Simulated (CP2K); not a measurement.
Band structure of Ba₂CuSeO₂ (P4/mmm, 6 atoms in the cell).

```
Ba2CuSeO2
1.0
    4.05273     0.00000     0.00000
    0.00000     4.05273     0.00000
    0.00000     0.00000     7.56178
Ba Cu Se O
2 1 1 2
Direct
  0.50000   0.50000   0.74875
  0.50000   0.50000   0.25125
  0.00000   0.00000   0.50000
  0.00000   0.00000   0.00000
  0.00000   0.50000   0.50000
  0.50000   0.00000   0.50000
```

Computed with LDA (Pade form), GPW, DZVP-MOLOPT-SR-GTH basis, GTH-PADE potentials (GTH_POTENTIALS) (CP2K 2026.2).

Settings: CUTOFF = 600 Ry; REL_CUTOFF = 40 Ry; SMEAR/METHOD = FERMI_DIRAC; ELECTRONIC_TEMPERATURE = 232.09 K; KPOINTS/SCHEME = MONKHORST-PACK 6 6 3; GAMMA_CENTERED = T; XC_FUNCTIONAL = PADE; Ba/BASIS_SET = DZVP-MOLOPT-SR-GTH; Ba/POTENTIAL = GTH-PADE-q10; Cu/BASIS_SET = DZVP-MOLOPT-SR-GTH; Cu/POTENTIAL = GTH-PADE-q11; Se/BASIS_SET = DZVP-MOLOPT-SR-GTH; Se/POTENTIAL = GTH-PADE-q6; O/BASIS_SET = DZVP-MOLOPT-SR-GTH.

The starting cell comes from a database of computed structures (which also holds hypothetical and non-ambient phases and stackings), without a prior relaxation at this level. Spin polarisation is off; with an odd number of electrons in the cell that forces a metal, and a magnetic state may lie lower. Values carry the incompleteness of an atom-centred basis.

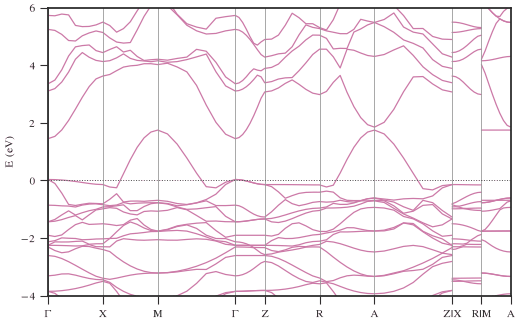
Figure. Bands along the path, energies from the Fermi level.

Levels in eV from the Fermi level, bands 22 to 27:
```
point     22     23     24     25    26    27
-----  -----  -----  -----  -----  ----  ----
Γ      -1.44  -0.86   0.03   0.03  1.45  3.10
X      -0.92  -0.85  -0.81  -0.15  3.62  4.13
M      -0.78  -0.78  -0.69   1.75  4.02  4.15
Z      -1.34  -1.27  -0.15  -0.15  3.07  3.39
R      -0.96  -0.74  -0.41  -0.16  2.98  4.56
A      -0.69  -0.61  -0.61   1.75  1.85  4.30
```

Bands cross the Fermi level along this path, so the cell is metallic at this level.

Higher empty bands are left out: an atom-centred basis made for the valence describes them poorly.
